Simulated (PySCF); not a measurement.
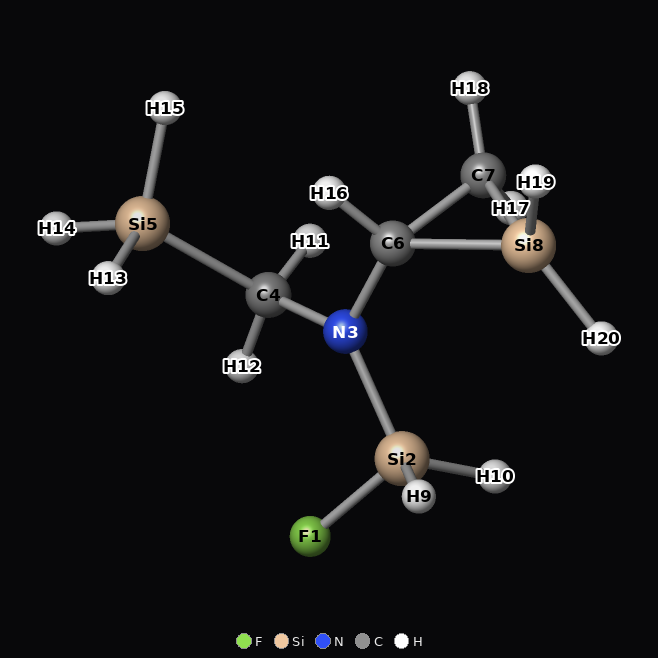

The geometry was computed by an optimisation with GFN2-xTB. No frequency run is at hand to confirm it as a minimum. Electric field gradients from the ground-state density, PBE0/pcSseg-1 (PySCF 2.14.0), non-relativistic apart from any core potentials.

Give the largest field-gradient component, the quadrupole coupling constant and the asymmetry for 14N at N3 (Q = 20.44 mb), 2H at H9 (Q = 2.86 mb), 2H at H10 (Q = 2.86 mb).

```tsv
atom	V_zz (a.u.)	e²qQ/h (MHz)	η
N3	−1.122	−5.39	0.40
H9	0.165	0.111	0.03
H10	0.157	0.106	0.01
```

The geometry is semi-empirical. Around Si such bond lengths and angles can be off by a tenth of an ångström or more and by several degrees, and values that hang on the shape move with them.
